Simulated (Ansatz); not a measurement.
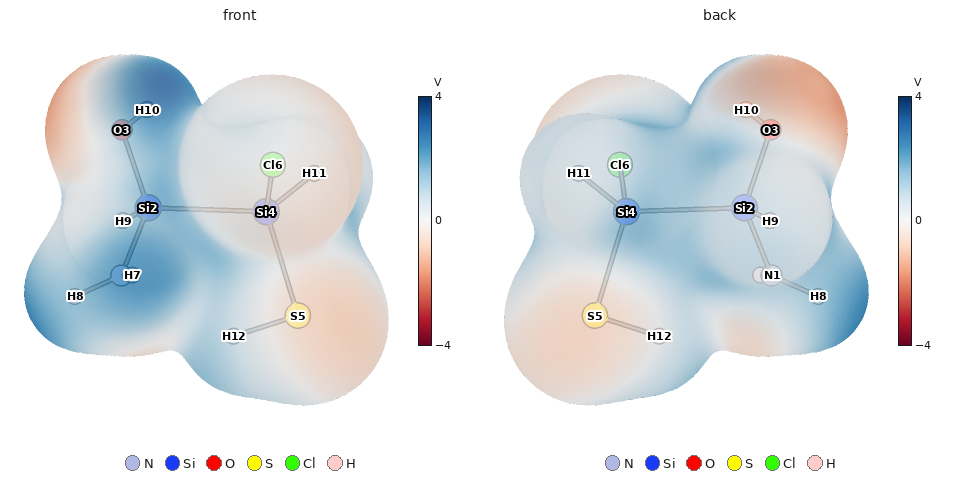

Figure. ClH6NOSSi2 (SMILES N[SiH](O)[SiH](S)Cl). The electrostatic potential painted on the density surface at 0.004 e/bohr³, seen from the front and from behind; red is negative and blue positive.

Computed with RKS PBE0-D4/def2-SVP in Ansatz.

The calculation's input:

```
crystal:
  periodic: [false, false, false]
  atoms:
    - { symbol: "N", position_ang: [-1.4406, 0.6106, 1.0302] }
    - { symbol: Si, position_ang: [-0.1117, 0.8395, 0.0475] }
    - { symbol: O, position_ang: [0.7179, 1.956, 0.9063] }
    - { symbol: Si, position_ang: [1.1868, -1.1077, -0.4359] }
    - { symbol: S, position_ang: [-0.1696, -2.5832, -1.375] }
    - { symbol: Cl, position_ang: [1.8799, -1.9052, 1.2904] }
    - { symbol: H, position_ang: [-2.1247, 0.0266, 0.5741] }
    - { symbol: H, position_ang: [-1.9292, 1.5695, 1.0709] }
    - { symbol: H, position_ang: [-0.5889, 1.4815, -1.1586] }
    - { symbol: H, position_ang: [0.7568, 1.8017, 1.9029] }
    - { symbol: H, position_ang: [2.2388, -0.8413, -1.3302] }
    - { symbol: H, position_ang: [-0.3385, -1.9031, -2.4886] }
basis:
  gaussian: { orbitals: def2-SVP }
hamiltonian:
  xc: pbe0
  dispersion: d4
relax:
  f_tol: 0.015
  max_steps: 40
output:
  orbitals: {}
```

Launched as:

```sh
ansatz run input.yaml --threads 2 --pin off --max-ram 3072MiB --backend cpu --events-out ev --progress --plain --runs-dir out
```

The fields are those of the relaxed geometry.

### Which sites attract a positive test charge, and which a negative one?

A positive charge is drawn to the negative regions and a negative charge to the positive ones. The most negative region (about −1.6 V) lies over O3, the most positive (about +2.9 V) over H10. O3 is the likeliest acceptor of a hydrogen bond.
